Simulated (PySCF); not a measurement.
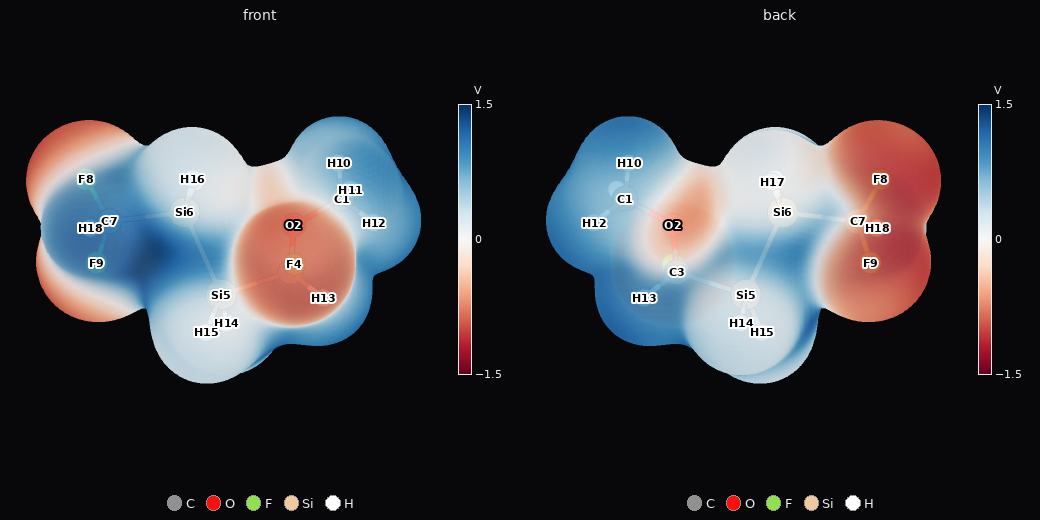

*C3H9F3OSi2. The electrostatic potential painted on the density surface at 0.002 e/bohr³, seen from the front and from behind; red is negative and blue positive.*

Geometry: GFN2-xTB.

These are results of PySCF 2.14.0, PBE0/pcSseg-1, SCF density, gas phase, non-relativistic, not measurements.

```yaml
atoms:
  - { symbol: C, position_ang: [2.7849, 0.7058, -1.0144] }
  - { symbol: O, position_ang: [1.5281, 0.0955, -0.7724] }
  - { symbol: C, position_ang: [1.4569, -0.7196, 0.3400] }
  - { symbol: F, position_ang: [1.6440, 0.0474, 1.4903] }
  - { symbol: Si, position_ang: [-0.3578, -1.3669, 0.2658] }
  - { symbol: Si, position_ang: [-1.2717, 0.5531, -0.6611] }
  - { symbol: C, position_ang: [-3.2098, 0.4016, -0.5086] }
  - { symbol: F, position_ang: [-3.8242, 1.1629, -1.4543] }
  - { symbol: F, position_ang: [-3.6023, -0.8877, -0.7551] }
  - { symbol: H, position_ang: [2.6722, 1.2890, -1.9251] }
  - { symbol: H, position_ang: [3.0634, 1.3614, -0.1855] }
  - { symbol: H, position_ang: [3.5592, -0.0560, -1.1521] }
  - { symbol: H, position_ang: [2.2727, -1.4561, 0.3662] }
  - { symbol: H, position_ang: [-0.3114, -2.5765, -0.5651] }
  - { symbol: H, position_ang: [-0.7122, -1.7914, 1.6265] }
  - { symbol: H, position_ang: [-0.9865, 1.8305, 0.0087] }
  - { symbol: H, position_ang: [-1.0610, 0.7325, -2.1016] }
  - { symbol: H, position_ang: [-3.6534, 0.6807, 0.4567] }
```

Where is the surface potential most negative and most positive?

Answer. The most negative region (about −1.1 V, or −25 kcal/mol for a unit charge) lies over F8 and F9, the most positive (about +1.4 V, or +32 kcal/mol for a unit charge) over Si6 and C7.

How polar is the molecule by this calculation?

Answer. Its dipole moment is 3.20 D.
